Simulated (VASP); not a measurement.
Band structure of RuS (relaxed from the wurtzite structure, space group P6_3mc). These are PBEsol GGA, VASP's PBE PAW potentials (set 64) (plane waves; VASP 6.6.1) values and carry that method's errors.

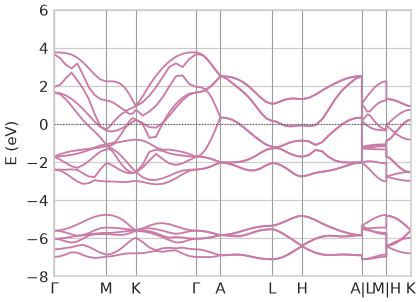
Bands along high-symmetry lines, zero at the valence-band maximum or, without a gap, the Fermi level

Question: Read the plot: is there a gap, and where are the band edges?

Answer: It has no gap at this level: it comes out as a metal or semimetal. (Edges off the drawn lines would not show.)

The structure was generated: RuS was put into the wurtzite type (P6_3mc), which need not be its known phase. It was relaxed first, which changed the volume by -31 %.
